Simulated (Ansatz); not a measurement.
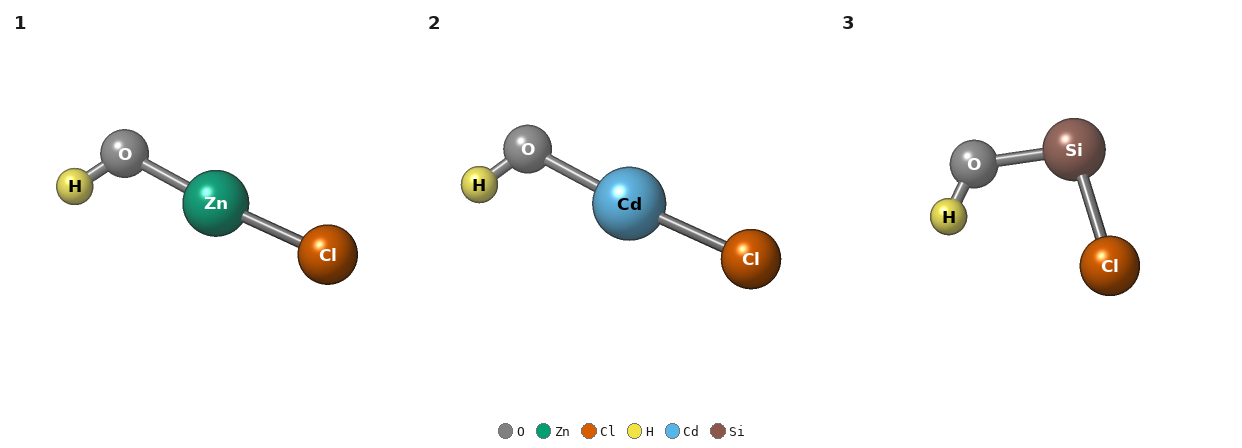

3 molecules with one skeleton, seen from the same side and at one scale. Charge 0, singlet. Computed geometries: PBE0-D4/def2-TZVP optimisations, one conformation each. Properties computed with Ansatz 0.2.0. Elements past Kr carry core potentials.

One atom differs, called X below: Zn in panel 1, Cd in panel 2, Si in panel 3. Their formulas are ClHOZn (`[OH][Zn][Cl]`), CdClHO (`[OH][Cd][Cl]`), ClHOSi (`O[Si]Cl`).

Rank them by the length of X–Cl, lowest first (PBE0-D4/def2-TZVP).

Answer. 1 (Zn), 3 (Si), 2 (Cd).

Rank them by the HOMO energy (Kohn–Sham orbital), lowest first (PBE0-D4/def2-QZVPP).

Answer. 1 (Zn), 2 (Cd), 3 (Si).

Give the values. With PBE0-D4/def2-TZVP: length of X–Cl (Å), length of X–O (Å), angle O–X–Cl (°). With PBE0-D4/def2-QZVPP: HOMO energy (Kohn–Sham orbital) (eV), HOMO–LUMO gap (eV). With B3LYP-D4/def2-TZVPP: dipole moment (D).

| quantity | 1 (Zn) | 2 (Cd) | 3 (Si) |
| --- | --- | --- | --- |
| length of X–Cl (Å) | 2.083 | 2.263 | 2.110 |
| length of X–O (Å) | 1.766 | 1.960 | 1.637 |
| angle O–X–Cl (°) | 176.1 | 176.3 | 101.3 |
| HOMO energy (Kohn–Sham orbital) (eV) | −8.66 | −8.41 | −7.67 |
| HOMO–LUMO gap (eV) | 7.24 | 6.54 | 5.59 |
| dipole moment (D) | 1.63 | 1.74 | 0.90 |
